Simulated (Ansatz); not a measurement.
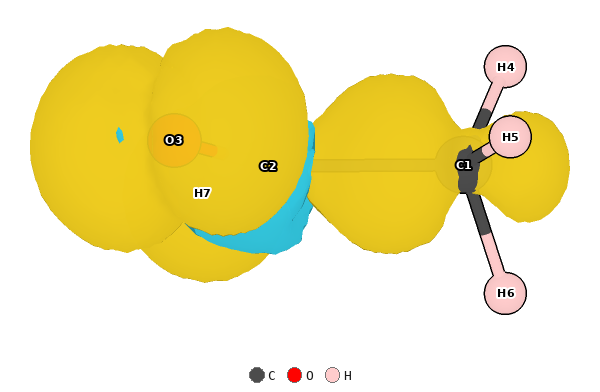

Figure 1: C₂H₄O (SMILES C[CH+][O]) (charge +1, doublet). Isosurfaces of the spin density at +0.03 (yellow) and −0.03 e/Å³ (cyan), seen from one side.

Geometry: B3LYP-D3(BJ)/def2-SVP.

Theory: Ansatz, isolated molecule in a Gaussian basis; Kohn-Sham density functional theory, functional PBE0.

```yaml
atoms:
  - { symbol: C, position_ang: [-1.4086, -0.5327, 1.6689] }
  - { symbol: C, position_ang: [-0.3094, -0.5146, 0.6379] }
  - { symbol: O, position_ang: [0.3618, 0.4382, 0.3544] }
  - { symbol: H, position_ang: [-1.1338, -1.3224, 2.3933] }
  - { symbol: H, position_ang: [-1.5239, 0.4511, 2.1404] }
  - { symbol: H, position_ang: [-2.3212, -0.8584, 1.1351] }
  - { symbol: H, position_ang: [-0.0763, -1.4632, 0.0691] }
```

**Which atoms carry the spin?**

The unpaired spin (1 electron) lies mostly on O3 (about 0.7), C1 (about 0.1) and H7 (about 0.1), in electrons by Hirshfeld's partition.
